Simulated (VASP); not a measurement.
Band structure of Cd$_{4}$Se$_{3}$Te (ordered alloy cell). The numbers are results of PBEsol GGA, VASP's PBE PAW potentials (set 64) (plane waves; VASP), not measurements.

Unless said otherwise, spin-orbit coupling is left out, though it shifts the bands of the heavy elements here.

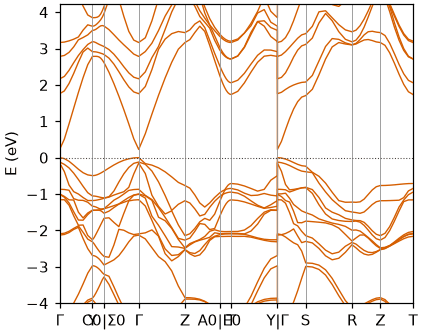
Figure. Bands along high-symmetry lines, zero at the valence-band maximum or, without a gap, the Fermi level

Q: Read the plot: is there a gap, and where are the band edges?

A: The gap is direct, 0.23 eV, from the valence maximum at Γ to the conduction minimum at Γ. (Edges off the drawn lines would not show.)

The structure was generated: Cd4Se3Te was put into an ordered model structure (Amm2), which need not be its known phase. It was relaxed first.
